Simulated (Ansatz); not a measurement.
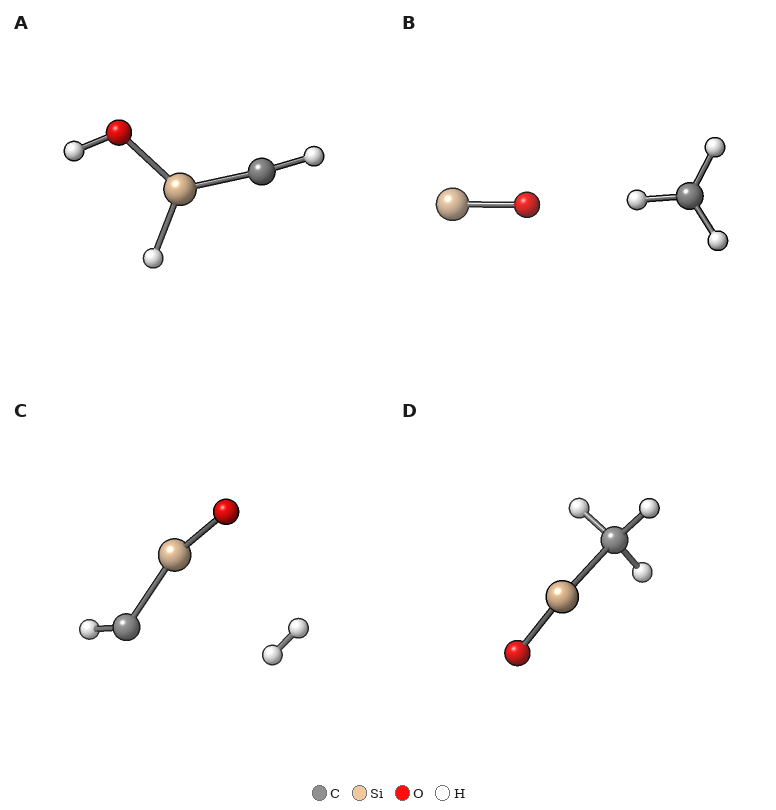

4 stationary structures of one formula. Charge 0, doublet. Geometries: PBE-D4/def2-SVP. Electronic energies: PBE-D4/def2-SVP (Ansatz 0.2.0), without zero-point energy. No frequency run is at hand to confirm each as a minimum.

Which is lowest in energy, and by how much?

Answer. D is lowest; B lies 119.6 kJ/mol above it, A lies 191.1 kJ/mol above it, C lies 366.0 kJ/mol above it (C1).
